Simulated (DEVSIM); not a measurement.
System: illuminated Ge p-on-n cell, one wavelength, with a back-surface field, at 300 K.

```tsv
layer (left to right)	material	thickness (μm)	Nd (cm⁻³)	Na (cm⁻³)	τn (s)	τp (s)	absorption coefficient (cm⁻¹)
1	Ge	0.220	-	2.9e18	9e-8	1.6e-7	510
2	Ge	250	6.8e16	-	9e-6	2.7e-7	510
3	Ge	1.10	1.2e18	-	9e-6	9e-6	510
```

Left contact: ohmic, minority electron recombination velocity 400 cm/s. Right contact: ohmic, minority hole recombination velocity 4e6 cm/s. Voltage is applied to the left contact. Recombination: SRH at mid-gap, radiative, Auger. Light enters at the left, 2.3e18 photons cm⁻² s⁻¹, one pass, no reflection. Mobility is μmin + (μ − μmin)/(1 + (N/Nref)^α).

Constants are typed, rounded textbook-type inputs, not results; the design itself was drawn at random and stands for no fabricated device. Values at 300 K.

| parameter | Ge |
|---|---|
| gap (eV) | 0.664 |
| affinity (eV) | 4 |
| permittivity | 16 |
| Nc (cm⁻³) | 1.04e19 |
| Nv (cm⁻³) | 6e18 |
| μn (cm²/Vs) | 3900 |
| μp (cm²/Vs) | 1900 |
| μn,min | 150 |
| μp,min | 100 |
| Nref,n | 2.6e17 |
| Nref,p | 4e17 |
| αn | 0.56 |
| αp | 0.6 |
| B (cm³/s) | 6.4e-14 |
| Cn (cm⁶/s) | 1e-31 |
| Cp (cm⁶/s) | 1e-31 |

DEVSIM, 1D drift-diffusion, Boltzmann statistics, complete ionisation; no tunnelling, impact ionisation, image-force lowering or self-heating.

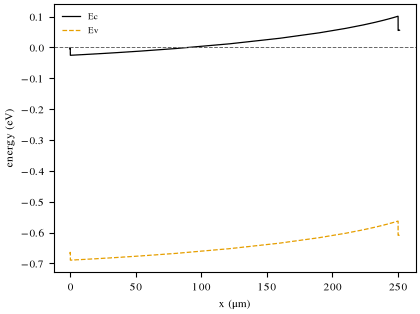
Fig. 1. Band edges at 0.65 V on the left contact, in the dark

Energies count from the Fermi level of the right contact; mesh points crowd at the junctions.

```csv
x (μm),Ec (eV),Ev (eV),n (cm⁻³),p (cm⁻³),field (V/cm)
0.000,-0.005,-0.669,6.1e17,2.9e18,14000
0.04680,-0.001,-0.665,5.2e17,3.4e18,≈ 0
0.1515,0.000,-0.664,5.2e17,3.4e18,≈ 0
0.2114,-0.001,-0.665,5.3e17,3.4e18,-1700
0.2846,-0.025,-0.689,1.4e18,1.3e18,≈ 0
0.4854,-0.025,-0.689,1.4e18,1.3e18,≈ 0
1.181,-0.025,-0.689,1.4e18,1.3e18,≈ 0
5.033,-0.024,-0.688,1.3e18,1.2e18,≈ 0
15.99,-0.022,-0.686,1.2e18,1.1e18,≈ 0
53.95,-0.012,-0.676,9.2e17,8.5e17,≈ 0
160.1,0.030,-0.634,4.7e17,4.0e17,≈ 0
232.6,0.081,-0.583,2.6e17,1.9e17,≈ 0
244.8,0.095,-0.569,2.2e17,1.5e17,12
248.7,0.099,-0.565,2.1e17,1.4e17,13
249.9,0.101,-0.563,2.1e17,1.4e17,13
250.2,0.101,-0.563,2.0e17,1.4e17,≈ 0
250.2,0.086,-0.578,3.7e17,7.5e16,-20000
250.3,0.055,-0.609,1.2e18,2.2e16,≈ 0
250.5,0.055,-0.609,1.2e18,1.7e16,≈ 0
251.0,0.056,-0.608,1.2e18,7.7e15,≈ 0
251.2,0.056,-0.608,1.2e18,2.7e15,≈ 0
251.3,0.056,-0.608,1.2e18,9.4e14,53
```
